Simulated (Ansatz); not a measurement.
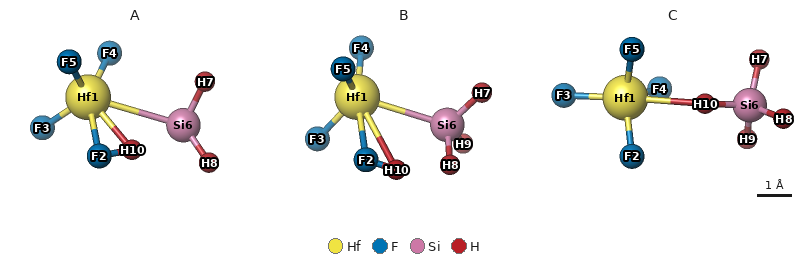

3 geometries from a converged minimum-energy path of HfSiH$_{4}$F$_{4}$, shuffled. The picture is a ball-and-stick view, seen at a tilt.

These are results of RKS BHLYP/def2-SVP in Ansatz 0.2.0, not measurements. Settings: 7 movable images; climbing image; force threshold 0.05 eV/Å; iteration limit 60; starting path through a guess of the saddle point.

Which of them lies highest in energy?

A. In order along the path, whose images run from 0 to 8: C (image 1, +0.2 kJ/mol), A (image 5, +239.5 kJ/mol), B (image 8, +195.9 kJ/mol). Breaking: Si6–H10 (1.49 → 1.97 at the top → 2.53 Å). Forming: Hf1–Si6 (3.65 → 2.94 at the top → 2.79 Å).
